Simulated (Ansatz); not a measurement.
# Sn10H16 hole sphere (Sn10H16): single points with varied inputs

How do the results and run time of Sn10H16 hole sphere (Sn10H16) respond when the settings are drawn wide?

Computed with Ansatz 0.2.0, Gaussian basis. Level: the settings change from run to run.

2 further runs of the same task are left out: 1 that didn't finish, 1 set aside as unsound or not needed.

### 1 The molecule

An earlier PBE-D4/def2-SVP relaxation fixed the geometry. Sn takes a core potential in def2 sets; no spin-orbit term is included.

26 atoms, charge 0, spin multiplicity 1.

Atoms are counted from 1 here; the program's logs count them from 0.

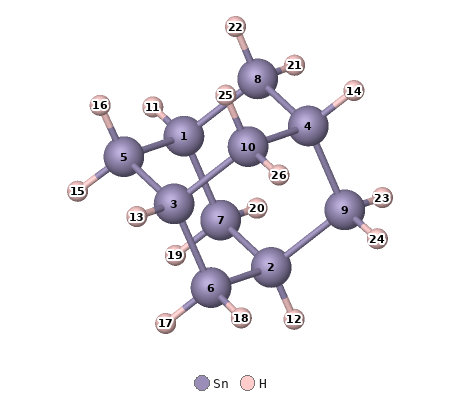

The structure; tin purple, hydrogen pink; atoms are numbered from 1 in the order of the file.

Coordinates:

```csv
atom,x (Å),y (Å),z (Å)
Sn1,-1.62492,1.62358,-1.62980
Sn2,1.63076,-1.63113,-1.62616
Sn3,-1.63131,-1.62915,1.62902
Sn4,1.62556,1.63006,1.62649
Sn5,-3.24917,-0.00243,-0.00309
Sn6,0.00106,-3.24851,0.00346
Sn7,0.00240,-0.00617,-3.24927
Sn8,-0.00335,3.25036,-0.00086
Sn9,3.24745,0.00391,-0.00246
Sn10,-0.00306,0.00172,3.24626
H11,-2.62872,2.62992,-2.63588
H12,2.64149,-2.63488,-2.63056
H13,-2.63951,-2.63478,2.63375
H14,2.62864,2.63623,2.63355
H15,-4.27765,-0.99400,-0.99157
H16,-4.28042,0.98864,0.98291
H17,-0.99196,-4.27199,-0.98816
H18,0.98710,-4.28434,0.98908
H19,-0.98938,-0.99514,-4.27653
H20,0.99138,0.98085,-4.28161
H21,0.98775,4.27717,-0.99255
H22,-0.99597,4.28207,0.98275
H23,4.26714,0.99756,-0.99983
H24,4.28959,-0.97496,0.98449
H25,-0.99508,0.98793,4.27691
H26,0.98651,-0.99030,4.27364
```

### 2 PBE0/def2-TZVP

This run has atoms shaken by 0.08 Å, density fitting with def2-universal-jkfit, D4 dispersion.

The input, in.yaml:

```yaml
crystal:
  periodic: [false, false, false]
  atoms:
    - {symbol: Sn, position_ang: [-1.685337, 1.658902, -1.593940]}
    - {symbol: Sn, position_ang: [1.602631, -1.539389, -1.569680]}
    - {symbol: Sn, position_ang: [-1.787178, -1.713747, 1.508939]}
    - {symbol: Sn, position_ang: [1.659902, 1.687979, 1.628582]}
    - {symbol: Sn, position_ang: [-3.383047, 0.112850, -0.123990]}
    - {symbol: Sn, position_ang: [0.037064, -3.241724, 0.103155]}
    - {symbol: Sn, position_ang: [-0.004284, 0.001846, -3.193043]}
    - {symbol: Sn, position_ang: [0.017715, 3.307388, -0.056640]}
    - {symbol: Sn, position_ang: [3.248307, -0.157578, -0.107786]}
    - {symbol: Sn, position_ang: [-0.004609, -0.145681, 3.374825]}
    - {symbol: H, position_ang: [-2.638244, 2.577223, -2.715573]}
    - {symbol: H, position_ang: [2.587327, -2.534242, -2.623626]}
    - {symbol: H, position_ang: [-2.527342, -2.589611, 2.565711]}
    - {symbol: H, position_ang: [2.666702, 2.654871, 2.576254]}
    - {symbol: H, position_ang: [-4.225818, -1.052833, -0.823752]}
    - {symbol: H, position_ang: [-4.214165, 1.012444, 1.023281]}
    - {symbol: H, position_ang: [-1.015915, -4.183858, -1.025404]}
    - {symbol: H, position_ang: [0.909979, -4.172790, 0.921292]}
    - {symbol: H, position_ang: [-1.046562, -0.917846, -4.213009]}
    - {symbol: H, position_ang: [1.034265, 0.961221, -4.409651]}
    - {symbol: H, position_ang: [1.099666, 4.217115, -1.098483]}
    - {symbol: H, position_ang: [-0.806248, 4.246766, 1.091380]}
    - {symbol: H, position_ang: [4.218669, 1.054359, -1.040565]}
    - {symbol: H, position_ang: [4.208310, -0.901415, 0.980580]}
    - {symbol: H, position_ang: [-1.068463, 0.980177, 4.181670]}
    - {symbol: H, position_ang: [1.167582, -0.998329, 4.305951]}
basis:
  gaussian: {orbitals: def2-TZVP, fitting: {mean_field: def2-universal-jkfit}}
hamiltonian: {xc: {name: PBE0}, dispersion: d4}
scf: {omitted_lower_state_checks: [starts]}
output: {forces: true}
```

Command:

```console
ansatz run in.yaml --threads 2 --pin off --events-out ev --progress --plain --max-ram 32768MiB --backend cuda --devices 0, --max-vram 18GiB
```

The log of the run, cut to the lines that bear on the results:

```text
Functional definition: PBE0
  name "PBE0"
  cite "Adamo & Barone, J. Chem. Phys. 110, 6158 (1999) doi:10.1063/1.478522"
  cite "Perdew, Burke & Ernzerhof, Phys. Rev. Lett. 77, 3865 (1996) doi:10.1103/PhysRevLett.77.3865"
  parent pbe
[...]
2468 factors; integrals over basis functions are off by at most 6.8e-1 eV
[...]
mean field -58580.16930913 eV, -2152.7815150456 hartree, gradient 3.7e-5 eV, S^2 0.000000; 0 other end points of the search recorded, 0 dependent functions left out
[...]
reference -58580.16940128 eV, -2152.7815184321 hartree; 118, 118 occupied and 478, 478 virtual orbitals, 2468 factors
Total energy: -58581.49842369 eV, -2152.8303591047 hartree
Atom 0 at    -1.685337     1.658902    -1.593940 Å, force     0.591578     0.323600    -0.617736 eV/Å
Atom 1 at     1.602631    -1.539389    -1.569680 Å, force    -0.717824    -1.579443    -0.804160 eV/Å
Atom 2 at    -1.787178    -1.713747     1.508939 Å, force     2.064284     2.687239    -1.241192 eV/Å
Atom 3 at     1.659902     1.687979     1.628582 Å, force    -0.673859    -1.590001    -0.537526 eV/Å
Atom 4 at    -3.383047     0.112850    -0.123990 Å, force     1.710969     0.155174     1.469630 eV/Å
Atom 5 at     0.037064    -3.241724     0.103155 Å, force    -2.814303     2.201127    -3.223168 eV/Å
Atom 6 at    -0.004284     0.001846    -3.193043 Å, force     0.334030     0.982324    -0.889853 eV/Å
[...]
Atom 10 at    -2.638244     2.577223    -2.715573 Å, force     0.080625    -0.058553     0.175748 eV/Å
Atom 11 at     2.587327    -2.534242    -2.623626 Å, force    -0.272930     0.143984     0.202436 eV/Å
Atom 12 at    -2.527342    -2.589611     2.565711 Å, force    -1.577286    -1.670612     1.788348 eV/Å
Atom 13 at     2.666702     2.654871     2.576254 Å, force     0.287136     0.294835     0.192370 eV/Å
Atom 14 at    -4.225818    -1.052833    -0.823752 Å, force    -1.181155    -1.050378    -0.998774 eV/Å
Atom 15 at    -4.214165     1.012444     1.023281 Å, force    -0.362507     0.200176     0.177705 eV/Å
Atom 16 at    -1.015915    -4.183858    -1.025404 Å, force     0.700030     0.398012     0.581702 eV/Å
Atom 17 at     0.909979    -4.172790     0.921292 Å, force     2.233309    -2.418030     2.127128 eV/Å
Atom 18 at    -1.046562    -0.917846    -4.213009 Å, force     0.112345    -0.052394     0.136843 eV/Å
Atom 19 at     1.034265     0.961221    -4.409651 Å, force    -0.815895    -0.670366     1.065113 eV/Å
Atom 20 at     1.099666     4.217115    -1.098483 Å, force    -0.519794    -0.164873     0.287834 eV/Å
Atom 21 at    -0.806248     4.246766     1.091380 Å, force    -0.210224     0.340157    -0.096986 eV/Å
Atom 22 at     4.218669     1.054359    -1.040565 Å, force    -0.452437    -0.875294     0.438888 eV/Å
Atom 23 at     4.208310    -0.901415     0.980580 Å, force     0.795706    -0.746836     0.635109 eV/Å
Atom 24 at    -1.068463     0.980177     4.181670 Å, force     0.338310    -0.378035     0.170050 eV/Å
Atom 25 at     1.167582    -0.998329     4.305951 Å, force    -0.290887     0.065722     0.118987 eV/Å
Dipole moment:    -0.390807    -0.148076    -0.001387 e Å
Checks for a lower state left out: starts
```

Run time: 17 s. Hardware: 1 × H100 (card shared with other runs) with 2 threads of AMD EPYC 7R13, shared host; peak host memory 1.5 GiB.

Largest force 4.812 eV/Å, dipole 2.01 D.

### 3 CAM-B3LYP/def2-SVPD

This run has atoms shaken by 0.03 Å, density fitting with def2-universal-jkfit.

The input, in.yaml:

```yaml
crystal:
  periodic: [false, false, false]
  atoms:
    - {symbol: Sn, position_ang: [-1.647964, 1.590495, -1.643083]}
    - {symbol: Sn, position_ang: [1.585939, -1.657492, -1.639615]}
    - {symbol: Sn, position_ang: [-1.628347, -1.642946, 1.660196]}
    - {symbol: Sn, position_ang: [1.636352, 1.651650, 1.659482]}
    - {symbol: Sn, position_ang: [-3.252875, -0.028903, 0.010943]}
    - {symbol: Sn, position_ang: [0.006462, -3.237542, -0.006254]}
    - {symbol: Sn, position_ang: [-0.043167, -0.012992, -3.256927]}
    - {symbol: Sn, position_ang: [0.005925, 3.227660, -0.023199]}
    - {symbol: Sn, position_ang: [3.258033, 0.035590, -0.021224]}
    - {symbol: Sn, position_ang: [0.014971, -0.026628, 3.269026]}
    - {symbol: H, position_ang: [-2.623682, 2.640831, -2.608805]}
    - {symbol: H, position_ang: [2.700251, -2.654273, -2.622483]}
    - {symbol: H, position_ang: [-2.625735, -2.621168, 2.623769]}
    - {symbol: H, position_ang: [2.619854, 2.619717, 2.680088]}
    - {symbol: H, position_ang: [-4.234302, -1.003834, -1.027754]}
    - {symbol: H, position_ang: [-4.259728, 1.004615, 1.027639]}
    - {symbol: H, position_ang: [-0.976425, -4.235206, -0.949778]}
    - {symbol: H, position_ang: [0.982008, -4.317893, 0.948524]}
    - {symbol: H, position_ang: [-0.991716, -0.975633, -4.272187]}
    - {symbol: H, position_ang: [1.018143, 0.985829, -4.221102]}
    - {symbol: H, position_ang: [0.974165, 4.282780, -1.025158]}
    - {symbol: H, position_ang: [-0.985190, 4.388985, 0.972745]}
    - {symbol: H, position_ang: [4.299736, 0.967983, -1.013747]}
    - {symbol: H, position_ang: [4.366690, -0.999707, 1.002146]}
    - {symbol: H, position_ang: [-0.989173, 0.983012, 4.274545]}
    - {symbol: H, position_ang: [0.972093, -0.996758, 4.264500]}
basis:
  gaussian: {orbitals: def2-SVPD, fitting: {mean_field: def2-universal-jkfit}}
hamiltonian: {xc: {name: CAM-B3LYP}}
scf: {omitted_lower_state_checks: [starts]}
```

The command is unchanged.

The log of the run, cut to the lines that bear on the results:

```text
Functional definition: CAM-B3LYP
  name "CAM-B3LYP"
  cite "Yanai, Tew & Handy, Chem. Phys. Lett. 393, 51 (2004) doi:10.1016/j.cplett.2004.06.011"
  cite "Iikura, Tsuneda, Yanai & Hirao, J. Chem. Phys. 115, 3540 (2001) doi:10.1063/1.1383587"
  cite "Becke, Phys. Rev. A 38, 3098 (1988) doi:10.1103/PhysRevA.38.3098"
  cite "Lee, Yang & Parr, Phys. Rev. B 37, 785 (1988) doi:10.1103/PhysRevB.37.785"
  cite "Vosko, Wilk & Nusair, Can. J. Phys. 58, 1200 (1980) doi:10.1139/p80-159"
[...]
  # Exact exchange under (alpha + beta erf(omega r))/r, Becke's under what is left of 1/r.
[...]
2468 factors; integrals over basis functions are off by at most 3.6e-1 eV
2468 factors; integrals over basis functions are off by at most 3.6e-6 eV
[...]
mean field -58572.63309492 eV, -2152.5045642815 hartree, gradient 7.0e-5 eV, S^2 0.000000; 0 other end points of the search recorded, 0 dependent functions left out
reference -58572.63339505 eV, -2152.5045753111 hartree; 118, 118 occupied and 330, 330 virtual orbitals, 2468 factors
Total energy: -58572.63339505 eV, -2152.5045753111 hartree
Checks for a lower state left out: starts
```

Run time: 14 s. Hardware: 1 × H100 (card shared with other runs) with 2 threads of AMD EPYC 7R13, shared host; peak host memory 0.94 GiB.

### 4 PBE-QIDH/def2-mTZVPP

Set apart from the defaults: density fitting with def2-universal-jkfit.

The input, in.yaml:

```yaml
crystal:
  periodic: [false, false, false]
  atoms:
    - {symbol: Sn, position_ang: [-1.624925, 1.623576, -1.629804]}
    - {symbol: Sn, position_ang: [1.630760, -1.631128, -1.626164]}
    - {symbol: Sn, position_ang: [-1.631311, -1.629150, 1.629022]}
    - {symbol: Sn, position_ang: [1.625560, 1.630064, 1.626492]}
    - {symbol: Sn, position_ang: [-3.249165, -0.002429, -0.003086]}
    - {symbol: Sn, position_ang: [0.001058, -3.248513, 0.003456]}
    - {symbol: Sn, position_ang: [0.002397, -0.006170, -3.249268]}
    - {symbol: Sn, position_ang: [-0.003348, 3.250363, -0.000865]}
    - {symbol: Sn, position_ang: [3.247452, 0.003905, -0.002458]}
    - {symbol: Sn, position_ang: [-0.003057, 0.001716, 3.246263]}
    - {symbol: H, position_ang: [-2.628720, 2.629916, -2.635880]}
    - {symbol: H, position_ang: [2.641493, -2.634882, -2.630557]}
    - {symbol: H, position_ang: [-2.639512, -2.634785, 2.633754]}
    - {symbol: H, position_ang: [2.628638, 2.636226, 2.633549]}
    - {symbol: H, position_ang: [-4.277652, -0.994002, -0.991569]}
    - {symbol: H, position_ang: [-4.280423, 0.988644, 0.982913]}
    - {symbol: H, position_ang: [-0.991960, -4.271989, -0.988157]}
    - {symbol: H, position_ang: [0.987097, -4.284339, 0.989080]}
    - {symbol: H, position_ang: [-0.989383, -0.995141, -4.276528]}
    - {symbol: H, position_ang: [0.991375, 0.980849, -4.281606]}
    - {symbol: H, position_ang: [0.987746, 4.277172, -0.992551]}
    - {symbol: H, position_ang: [-0.995973, 4.282075, 0.982753]}
    - {symbol: H, position_ang: [4.267136, 0.997562, -0.999828]}
    - {symbol: H, position_ang: [4.289588, -0.974965, 0.984492]}
    - {symbol: H, position_ang: [-0.995079, 0.987927, 4.276906]}
    - {symbol: H, position_ang: [0.986509, -0.990301, 4.273642]}
basis:
  gaussian: {orbitals: def2-mTZVPP, fitting: {mean_field: def2-universal-jkfit}}
hamiltonian: {xc: {name: PBE-QIDH}}
```

Launched as before.

The log of the run, cut to the lines that bear on the results:

```text
Functional definition: PBE-QIDH
  name "PBE-QIDH"
  cite "Brémond, Sancho-García, Pérez-Jiménez & Adamo, J. Chem. Phys. 141, 031101 (2014) doi:10.1063/1.4890314"
  cite "Perdew, Burke & Ernzerhof, Phys. Rev. Lett. 77, 3865 (1996) doi:10.1103/PhysRevLett.77.3865"
[...]
2468 factors; integrals over basis functions are off by at most 4.3e-1 eV
[...]
mean field -58494.50556692 eV, -2149.6334305844 hartree, gradient 4.4e-6 eV, S^2 0.000000; 0 other end points of the search recorded, 0 dependent functions left out
40 core orbitals not correlated: weight in the atoms' cores, before any rotation towards them, 1.000 or more for the frozen orbitals, at most 0.000 for the correlated occupied ones
reference -58494.50560886 eV, -2149.6334321255 hartree; 78, 78 occupied and 322, 322 virtual orbitals, 2468 factors
second order -46.74317391 eV of doubles, -0.00000000 eV of singles
Total energy: -58510.08666683 eV, -2150.2060254447 hartree
```

Wall time 16 s (1 × H100 (card shared with other runs) with 2 threads of AMD EPYC 7R13, shared host); peak host memory 2.3 GiB.

### 5 All runs side by side

| level | charge | multiplicity | geometry | functions | energy (eV) | time |
| --- | --- | --- | --- | --- | --- | --- |
| PBE0/def2-TZVP | 0 | 1 | shaken | 596 | -58581.498 | 17 s |
| CAM-B3LYP/def2-SVPD | 0 | 1 | shaken | 448 | -58572.633 | 14 s |
| PBE-QIDH/def2-mTZVPP | 0 | 1 | relaxed | 440 | -58510.087 | 16 s |

### 6 Results

| quantity | value |
| --- | --- |
| runs | 3 |
| quickest | CAM-B3LYP/def2-SVPD, 14 s |
| slowest | PBE0/def2-TZVP, 17 s |

What this shows: The runs differ in state or geometry as well as level, so their energies can't be set against each other. The times lie within a factor of two.
